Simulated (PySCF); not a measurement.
The calculation's input:

```
{"job": {"kind": "nmr", "xc": "PBE0", "basis": "pcSseg-1"}, "charge": 0, "multiplicity": 1}
N     -1.571279     2.249575    -0.519691
Si    -1.074981     1.650462     1.022704
Si    -0.510065    -0.552260     0.563914
Si    -2.327527    -1.852359    -0.086883
Si     1.329034    -0.703748    -0.876360
Si     3.432754    -0.330164     0.008752
H     -2.006098     3.156327    -0.570864
H     -0.954284     2.135217    -1.307440
H      0.006087     2.440070     1.647785
H     -2.256023     1.877208     1.861601
H     -0.026516    -1.120840     1.849859
H     -2.013977    -3.283395    -0.157926
H     -2.795353    -1.473044    -1.422517
H     -3.484586    -1.738697     0.806261
H      1.324790    -1.999319    -1.580077
H      1.114804     0.253911    -1.983015
H      3.762276    -1.319807     1.038247
H      3.505299     0.984512     0.655040
H      4.535843    -0.364400    -0.956850
```

Command:

```sh
OMP_NUM_THREADS=1 python probes_run.py task.json out
```

Geometry: GFN2-xTB.

Level of theory: PySCF, PBE0/pcSseg-1, SCF density, gas phase, non-relativistic.

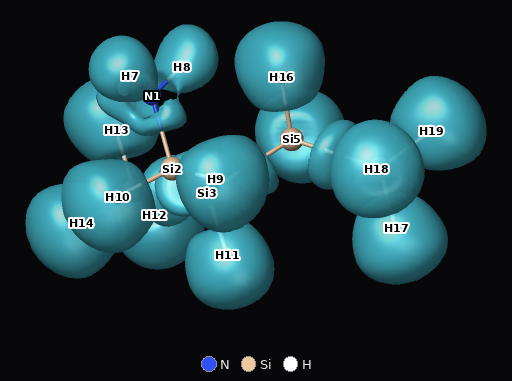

H13NSi5. Isosurface of the ELF at 0.8 (cyan), seen from one side. Only the valence region is drawn (cores and ρ < 0.01 e/Å³ removed).

> What do the ELF domains correspond to?

At this value the surface marks out four regions between bonded Si–Si atoms (shared pairs), eleven regions around hydrogen nuclei and one joined region spread over several atoms (H, N), in which their bonds and any lone pairs are merged. Along the contacts the grid gives the following. Si–N (1.73 Å): the ELF peaks at about 0.90 between the atoms, as expected for a polar covalent bond. Si–Si (2.31 Å): the ELF peaks at about 1 between the atoms, as expected for localised, covalent bonding.
